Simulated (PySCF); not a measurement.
# C3H7ClO3Si: electronic excitations

What electronic excitations should C3H7ClO3Si (`CO[Si@@H](Cl)OCC=O`) show?

Computed with PySCF 2.14.0, with density-fitted response routines of our own, on a single molecule in the gas phase. Atoms are numbered from 0 throughout.

### 1 The molecule as given

15 atoms, charge 0, multiplicity 1; geometry from: GFN2-xTB.

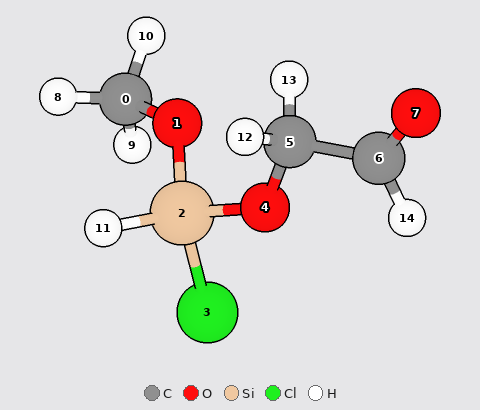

The starting geometry (carbon grey, oxygen red, silicon light orange, chlorine green, hydrogen white), atoms numbered.

### 2 Ultraviolet spectrum: B3LYP/def2-SVPD

The job: settings as JSON, then the geometry in Å.

```
{"job": {"kind": "uv", "xc": "B3LYP", "basis": "def2-SVPD", "nstates": 8, "ntriplets": 3}, "charge": 0, "multiplicity": 1}
C     -2.677148     0.491307     0.833397
O     -1.342984     0.274418     0.459114
Si    -0.728733    -0.614854    -0.744447
Cl    -1.432295    -0.072972    -2.528701
O      0.844410    -0.261830    -0.825499
C      1.786445    -0.202587     0.201977
C      3.079968     0.376447    -0.311318
O      4.068839     0.528051     0.344586
H     -3.126787    -0.434521     1.196579
H     -3.258557     0.858522    -0.014154
H     -2.679789     1.235154     1.629656
H     -0.961444    -2.034373    -0.514688
H      1.979172    -1.205686     0.602641
H      1.418694     0.417027     1.028800
H      3.025794     0.653888    -1.379855
```

Level: TDDFT B3LYP/def2-SVPD, vertical, gas phase, core orbitals frozen in the response.

On the command line:

```sh
> OMP_NUM_THREADS=1 python probes_run.py task.json out
```

One launch serves the whole session: the jobs run in the order shown.

Log:

```text
coarse grid: 14104 points
cycle   1  E = -1093.1562692657  dE =  1.232e+00  |g| = 1.151e+00  |ddm| = 6.468e+00
cycle   2  E = -1092.3845140849  dE =  7.718e-01  |g| = 2.281e+00  |ddm| = 3.904e+00
cycle   3  E = -1093.3969234518  dE = -1.012e+00  |g| = 2.605e-01  |ddm| = 2.699e+00
cycle   4  E = -1093.4071624275  dE = -1.024e-02  |g| = 1.409e-01  |ddm| = 3.884e-01
cycle   5  E = -1093.4107009398  dE = -3.539e-03  |g| = 2.671e-02  |ddm| = 1.594e-01
cycle   6  E = -1093.4108603285  dE = -1.594e-04  |g| = 7.394e-03  |ddm| = 5.279e-02
cycle   7  E = -1093.4108720302  dE = -1.170e-05  |g| = 2.247e-03  |ddm| = 1.345e-02
cycle   8  E = -1093.4108728840  dE = -8.539e-07  |g| = 8.058e-04  |ddm| = 2.965e-03
final grid: 128528 points
cycle   9  E = -1093.5681316524  dE = -3.325e-05  |g| = 6.245e-03  |ddm| = 9.404e-02
cycle  10  E = -1093.5681185517  dE =  1.310e-05  |g| = 1.036e-02  |ddm| = 1.766e-02
cycle  11  E = -1093.5681392465  dE = -2.069e-05  |g| = 1.932e-03  |ddm| = 1.070e-02
cycle  12  E = -1093.5681399836  dE = -7.371e-07  |g| = 2.599e-04  |ddm| = 2.087e-03
cycle  13  E = -1093.5681399928  dE = -9.253e-09  |g| = 1.443e-04  |ddm| = 4.689e-04
cycle  14  E = -1093.5681399970  dE = -4.193e-09  |g| = 2.312e-05  |ddm| = 1.839e-04
cycle  15  E = -1093.5681399972  dE = -1.255e-10  |g| = 5.239e-06  |ddm| = 5.088e-05
converged SCF energy = -1093.5681399972

Static polarisability (au): isotropic 84.034, principal 69.856 84.138 98.109

Singlet excitations
state   eV       nm        f      main configurations
  1   4.2518    291.6   0.00006   H->L 0.99
  2   6.4410    192.5   0.01191   H-2->L 0.97
  3   6.6630    186.1   0.00080   H-1->L 0.99
  4   6.9939    177.3   0.00029   H-3->L 0.89
  5   7.0815    175.1   0.01684   H->L+2 0.70, H->L+1 0.20
  6   7.1346    173.8   0.00360   H->L+1 0.76, H->L+2 0.20
  7   7.3181    169.4   0.00078   H-4->L 0.54, H-5->L 0.22, H-6->L 0.17
  8   7.4252    167.0   0.02208   H->L+3 0.83

Triplet excitations (Tamm-Dancoff, eV): 3.6619 5.7321 6.6103
```

Run time: 91 s. Hardware: 1 thread of Arm Neoverse N1, shared host; peak memory 0.94 GiB.

Frontier orbitals and where they lie:

```
orbital     eV                         atoms
 HOMO−3  -9.05     Cl3 38 %, O1 29 %, O4 7 %
 HOMO−2  -8.78     O4 50 %, C5 13 %, Si2 7 %
 HOMO−1  -8.68     O1 55 %, C0 13 %, Si2 8 %
   HOMO  -7.54     O7 58 %, C6 17 %, C5 11 %
   LUMO  -1.41     C6 43 %, O7 33 %, C5 10 %
 LUMO+1   0.10   C0 22 %, Si2 20 %, Cl3 17 %
 LUMO+2   0.29  Si2 22 %, H11 14 %, Cl3 13 %
```

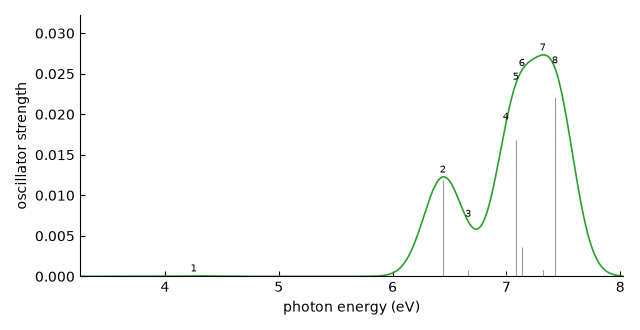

Absorption spectrum from the 8 singlet states computed; above the last one it falls off for lack of states. Lines are broadened to a width of 0.40 eV (Gaussian).

Further results of this job:

```
           property  computed
  dipole moment (D)      3.45
polarisability (Å³)     12.45
 HOMO–LUMO gap (eV)      6.13
      −ε(HOMO) (eV)      7.54
```

### 3 What came out

| quantity | value |
| --- | --- |
| lowest singlet (B3LYP/def2-SVPD) | 4.25 eV (292 nm), f = 0.000 |
| brightest single state of those computed | state 8, 7.43 eV, f = 0.022 |
| lowest triplet | 3.66 eV |

The lowest singlet, at 4.25 eV, is HOMO→LUMO 0.99 and is dark; of the 8 states computed, the strongest absorption comes from state 8 at 7.43 eV (the last computed, so partners may be missing). The lowest triplet lies 0.59 eV below the lowest singlet (triplets in Tamm-Dancoff, singlets in full TDDFT).
